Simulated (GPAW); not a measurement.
# optPBE-vdW/szp(dzp) (scalar-relativistic datasets) run of [GeH3]− (SMILES [GeH3-])

Aim: a geometry optimisation of [GeH3]−. The job is set up through an ASE script.

The calculation is run with GPAW 26.7.0.

5 further runs of the same task are left out: 2 that didn't finish, 3 set aside as unsound or not needed. Runs told in other sessions of the task aren't counted.

## Step 1: The structure to begin with

[GeH3]− has 4 atoms, charge -1, and is taken as a singlet. SMILES: `[GeH3-]`. The shape is built from the SMILES string. The run starts from this shape.

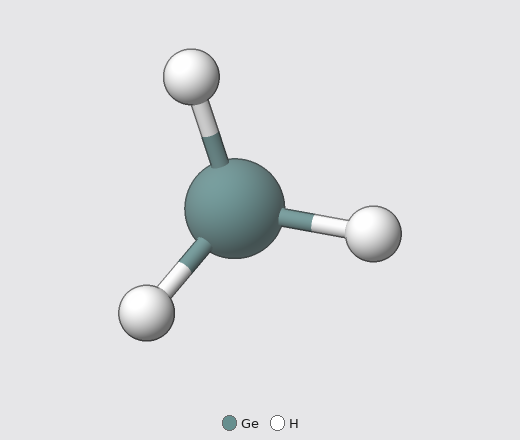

Viewed from a chosen angle; germanium teal, hydrogen white.

## Step 2: A geometry optimisation at optPBE-vdW/szp(dzp) (scalar-relativistic datasets)

run.py reads:

```python
from ase import Atoms
from ase.io import write
from ase.optimize import BFGS
from gpaw import GPAW
from rdkit import Chem
from rdkit.Chem import AllChem

rd = Chem.AddHs(Chem.MolFromSmiles('[GeH3-]'))
AllChem.EmbedMolecule(rd, randomSeed=639)
AllChem.UFFOptimizeMolecule(rd)
molecule = Atoms([a.GetSymbol() for a in rd.GetAtoms()], positions=rd.GetConformer().GetPositions())
write('start.xyz', molecule)
molecule.set_cell([15.0, 15.0, 15.0])
molecule.center()

calc = GPAW(mode='lcao',
            basis='szp(dzp)',
            h=0.22,
            xc={'name': 'optPBE-vdW', 'backend': 'libvdwxc'},
            maxiter=100,
            charge=-1,
            txt='run.txt')
molecule.calc = calc

opt = BFGS(molecule, trajectory='run.traj')
converged = opt.run(fmax=0.05, steps=40)
print('Converged:', converged)
print(f'Final energy: {molecule.get_potential_energy():.5f} eV')
write('relaxed.xyz', molecule)
```

Launch:

```bash
$ python3 -u run.py | tee run.out
```

What it wrote:

```text
Step     Time          Energy          fmax
BFGS:    0 hh:mm:ss      -28.427889        4.259483
BFGS:    1 hh:mm:ss      -28.789632        3.618329
BFGS:    2 hh:mm:ss      -29.360624        0.540000
BFGS:    3 hh:mm:ss      -29.378970        0.566397
BFGS:    4 hh:mm:ss      -29.402601        0.508357
BFGS:    5 hh:mm:ss      -29.441624        0.468752
BFGS:    6 hh:mm:ss      -29.473562        0.348571
BFGS:    7 hh:mm:ss      -29.477634        0.074494
BFGS:    8 hh:mm:ss      -29.478186        0.050331
BFGS:    9 hh:mm:ss      -29.478285        0.046782
Converged: True
Final energy: -29.47828 eV
```

run.txt, shortened:

```text
[...]
Converged in 5 steps
[...]
dipole moment: (-7.367136, -7.260277, -7.528966)  # |e|*Ang
[...]
|iter     |     time |      energy | eigst |  dens |
[...]
|iter:   1| 00:09:01 |  -29.478285c|      c|       |
[...]
|iter:   4| 00:09:27 |  -29.478285c|      c| -5.00c|
Converged in 4 steps
[...]
Energy contributions relative to reference atoms: (reference = -57135.108339)
Energy contributions:
  Kinetic:          16.678761
  Coulomb:         -13.689035
  Zero:             -0.059421
  External:          0.000000
  Xc:              -32.408589
  Entropy:           0.000000
  Spinorbit:         0.000000
  ----------------------------
  Free energy:     -29.478285
  Extrapolated:    -29.478285
dipole moment: (-7.367139, -7.260230, -7.528797)  # |e|*Ang
Fermi level: 4.117
Eigenvalues  # (at kpt = [0.000, 0.000, 0.000])
| band index |      eig [eV] | occ [0-2] |
|------------|---------------|-----------|
|          0 |        -6.091 |     2.000 |
|          1 |        -0.871 |     2.000 |
|          2 |        -0.848 |     2.000 |
|          3 |         1.126 |     2.000 |
|          4 |         7.109 |     0.000 |
|          5 |         7.138 |     0.000 |
|          6 |         8.921 |     0.000 |
Gap: 5.983 eV
Transition (v -> c):
[...]
Forces  # eV/Ang
|        x |        y |        z |
|----------|----------|----------|
| -0.00026 |  0.01998 |  0.00187 |  # Ge   0
| -0.03402 |  0.01885 |  0.00058 |  # H    1
|  0.03738 | -0.00573 | -0.02753 |  # H    2
| -0.01040 | -0.03365 | -0.01256 |  # H    3
Force computation time: 0.148  # s
timing:  # [seconds]
  Total:  567.497  # ━━━━━━━━━━━━━━━━━━━━━━━━━━━━━━━━━━━━━━━━━━━━━━━━━━━━━━━━
  Init:    24.777  # ━━╸
  SCF:    466.875  # ━━━━━━━━━━━━━━━━━━━━━━━━━━━━━━━━━━━━━━━━━━━━━━
  Forces:   1.561  #
  Move:    74.123  # ━━━━━━━╸
```

Run time: 9.5 min. Hardware: 1 thread of Intel Xeon Platinum 8259CL at 2.50GHz (Skylake/Cascade Lake), shared host; peak memory 1.7 GiB.

The path in brief:

| step | energy from the first frame kept (eV) | largest force (eV/Å) |
| --- | --- | --- |
| 0 | 0.0000 | 4.2595 |
| 1 | -0.3617 | 3.6183 |
| 2 | -0.9327 | 0.5400 |
| 3 | -0.9511 | 0.5664 |
| 4 | -0.9747 | 0.5084 |
| 5 | -1.0137 | 0.4688 |
| 6 | -1.0457 | 0.3486 |
| 7 | -1.0497 | 0.0745 |
| 8 | -1.0503 | 0.0503 |
| 9 | -1.0504 | 0.0468 |

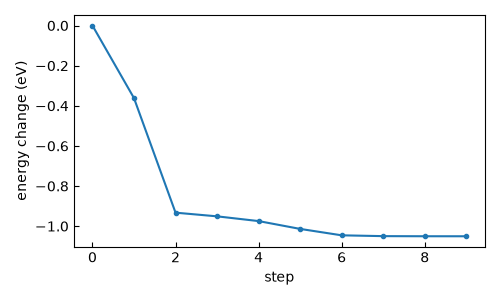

Energy along the run.

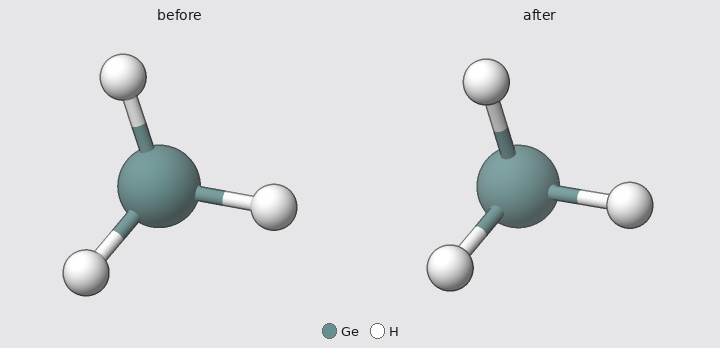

Before and after, at one scale.

After the run. Bond lengths: Ge1–H2 1.705 Å, Ge1–H3 1.703 Å, Ge1–H4 1.701 Å. Angles: H2–Ge1–H3 90.6°, H2–Ge1–H4 89.9°, H3–Ge1–H4 90.0°.

## Step 3: Summary of results

Level: optPBE-vdW/szp(dzp) (scalar-relativistic datasets).

```
                                              quantity        value
energy as printed (from the program's reference atoms)  -29.4783 eV
                                           HOMO energy      1.13 eV
                                           LUMO energy      7.11 eV
 HOMO–LUMO gap (to an unbound level, set by the basis)      5.98 eV
```

**Reading.** At the final geometry: Bond lengths: Ge1–H2 1.705 Å, Ge1–H3 1.703 Å, Ge1–H4 1.701 Å. Angles: H2–Ge1–H3 90.6°, H2–Ge1–H4 89.9°, H3–Ge1–H4 90.0°. The optimisation took 9 steps and changed the energy by -1.050 eV. The HOMO lies at positive energy, 1.13 eV, from the functional's self-interaction, a short basis or an electron that isn't bound; only total energies against the neutral tell.
